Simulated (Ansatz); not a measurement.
# Ligand exchange: Cd(CH3)F + H2S → Cd(CH3)(SH) + HF

Species: Cd(CH3)F, singlet; H2S (hydrogen sulfide) `S`, singlet; Cd(CH3)(SH), singlet; HF (hydrogen fluoride), singlet. The partners trade F for SH: Cd–F and H–SH bonds give way to Cd–SH and H–F.

Shapes, held fixed at every level: PBE0-D4/def2-TZVP. Programs: Ansatz 0.2.0. Electronic energies: no zero-point or thermal term.

| level | kind | ΔE (kJ/mol) | less CCSD(T)/def2-TZVPP | CPU time (sum over the molecules) |
| --- | --- | --- | --- | --- |
| SPW92/def2-TZVPP | LDA | -42.1 | +0.4 | 6.5 s |
| r2SCAN-D4/def2-TZVPP | meta-GGA | -32.9 | +9.6 | 26 s |
| B3LYP-D4/def2-TZVPP | global hybrid | -32.0 | +10.5 | 22 s |
| r2SCAN0-D4/def2-TZVPP | global hybrid | -42.7 | -0.2 | 21 s |
| CCSD(T)/def2-SVP | coupled cluster or CI | -31.8 | +10.7 | 28 s |
| CCSD/def2-TZVPP | coupled cluster or CI | -40.9 | +1.6 | – |
| CCSD(T)/def2-TZVPP | coupled cluster or CI | -42.5 | 0.0 | 6.7 min |

The highest level, CCSD(T)/def2-TZVPP, gives ΔE = -42.5 kJ/mol; the levels span -42.7 to -31.8. The column of differences is taken from that level and isn't an error. No measured value is set beside it here. For atoms past krypton def2 sets carry core potentials with scalar relativity. Outer-core shells of Cd are correlated in most correlated rows, in sets that cover them unevenly. Times are processor times on shared x86 and Arm servers, and rough.

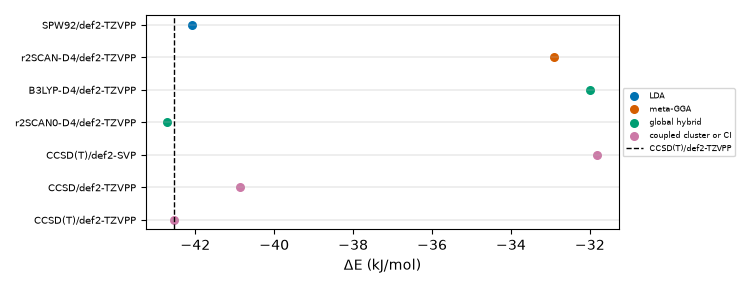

The values of the table, level by level.
